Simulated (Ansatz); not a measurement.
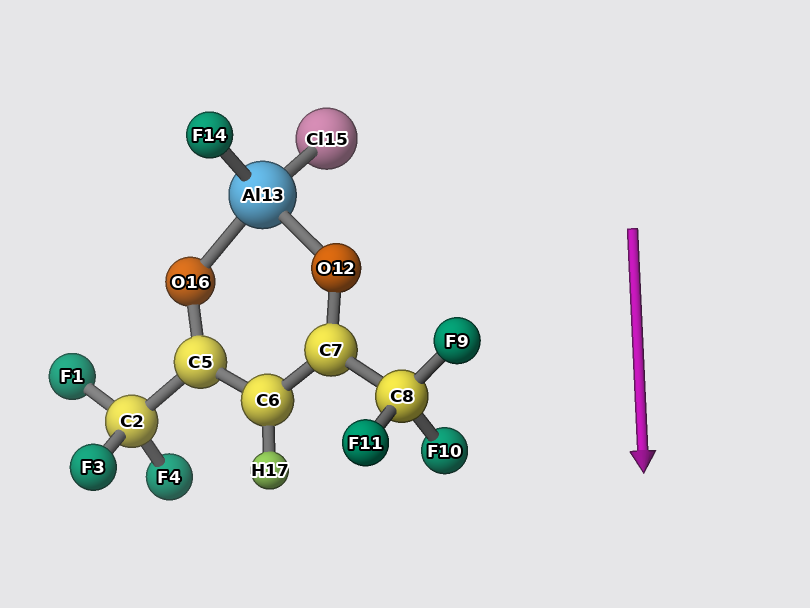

The arrow beside the molecule shows the direction of the dipole moment, from the negative to the positive end (its length means nothing). The geometry was computed by an optimisation with PBE-D4/def2-SVP. No frequency run is at hand to confirm it as a minimum. Properties computed with RKS PBE-D4/def2-SVP (Ansatz 0.2.0).

Estimate the dipole moment.

3.50 D; it points from the side of F14, Cl15 to the side of F4, F10, H17 (the outermost atoms at the two ends).
